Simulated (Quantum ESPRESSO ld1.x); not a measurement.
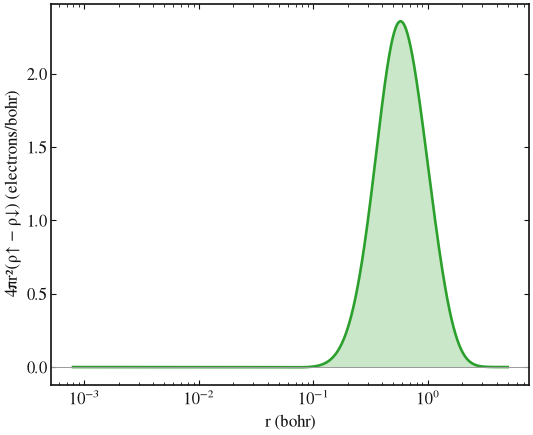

System: Eu³⁺ (Z = 63, 60 electrons), configuration [Xe] 4f6 (4f: 4 up, 2 down). Method: scalar-relativistic Kohn-Sham, LDA (Slater exchange, Perdew-Wang correlation), spin-polarised, spherical densities, point nucleus; computed with Quantum ESPRESSO ld1.x 7.5.

The plot shows the radial spin density.

Describe it and give its main numbers.

The curve integrates to 2 unpaired electrons, held by 4f (+2). Its largest value, 2.36 electrons/bohr, lies near r = 0.58 bohr. Regions of the opposite sign are negligible.
